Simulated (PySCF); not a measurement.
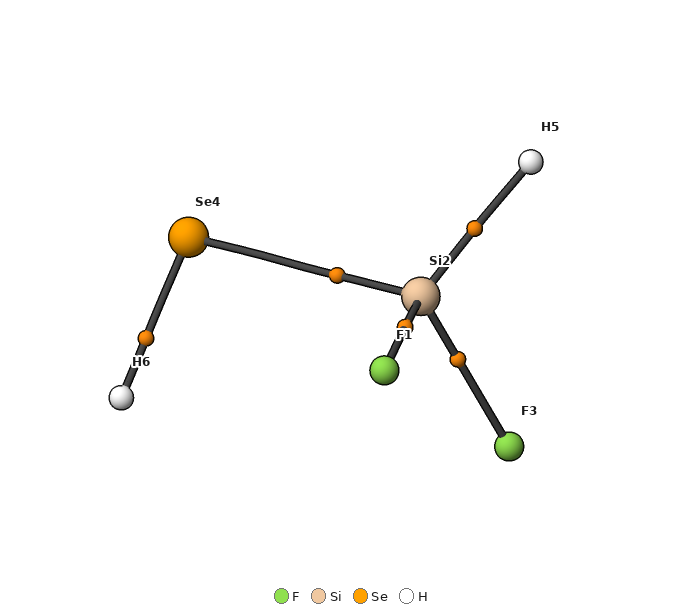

Figure. F₂H₂SeSi, SMILES `F[SiH](F)[SeH]`. Molecular graph of the electron density (QTAIM): bond paths, bond critical points (orange), ring points (yellow, if any); weak paths are dashed.

PySCF calculation, BLYP/def2-TZVP, gas phase; geometry: GFN2-xTB. No frequency check shows the geometry to be a minimum. GFN2-xTB bond lengths at metals and heavier atoms can be off by up to 0.1 Å and shapes distorted, which carries into these values.

The calculation's input:

```python
import numpy as np
from pyscf import gto, scf, dft
from pyscf.scf import atom_ks, atom_hf
from scipy.linalg import block_diag

def solve(mol, dm0=None, hcore=None):
    mf = (dft.UKS if mol.spin else dft.RKS)(mol, xc='blyp')
    mf.grids.level = 3
    mf = mf.density_fit(auxbasis='def2-universal-jkfit')
    mf.conv_tol, mf.max_cycle = 1e-8, 80
    if hcore is not None:
        mf.get_hcore = lambda *args: hcore
    mf.kernel(dm0)
    if not mf.converged:
        mf = mf.newton().run(mf.mo_coeff, mf.mo_occ, max_cycle=30)
    assert mf.converged, 'SCF not converged'
    return mf

mol = gto.M(atom='''
F      1.64995     1.22489     0.32457
Si     0.94098     0.00036    -0.40857
F      1.64952    -1.22557     0.32354
Se    -1.26517     0.00011     0.00742
H      1.27350     0.00106    -1.80526
H     -1.12660    -0.00383     1.43990
''', basis='def2-tzvp', charge=0, spin=0, verbose=4)
mf = solve(mol)
mf.analyze()
# spherically averaged free atoms, for the promolecule
atm = atom_ks.get_atm_nrks(mol, xc='blyp')
pro = block_diag(*[(atm[a[0]][2] * atm[a[0]][3]) @ atm[a[0]][2].T for a in mol._atom])
np.savez('result.npz', e=mf.e_tot, c=mf.mo_coeff, occ=mf.mo_occ, eps=mf.mo_energy, pro=pro, dip=mf.dip_moment(verbose=0), s2=mf.spin_square()[0])
```

Launched as:

```sh
OMP_NUM_THREADS=1 python input.py
```

The run took 22 s on 1 thread of Intel(R) Xeon(R) Platinum 8259CL CPU @ 2.50GHz (Skylake/Cascade Lake) (shared host), peak memory 0.54 GiB.

Partitions, critical points and surface values were worked out afterwards from this run's density.

How many critical points of each kind are there, and does the count close?

Answer. 6 nuclei, 5 bond, 0 ring and 0 cage critical points: 6 − 5 + 0 − 0 = 1, as the Poincaré–Hopf relation requires.

Tabulate density, Laplacian, ellipticity and energy density at the bond critical points (atomic units).

Answer.
```tsv
bond	length (Å)	ρ (a.u.)	∇²ρ (a.u.)	ε	H (a.u.)
Se4–H6	1.439	0.183	−0.32	0.06	−0.155
F1–Si2 (2 alike)	1.594	0.142	+0.98	0.02	−0.045
Si2–H5	1.436	0.137	+0.15	0.01	−0.093
Si2–Se4	2.245	0.101	−0.06	0.12	−0.067
```

What kind of interaction is Si2–H5?

Answer. Polar or intermediate (positive Laplacian, negative energy density H): ρ = 0.137, ∇²ρ = +0.15, H = −0.093 a.u.
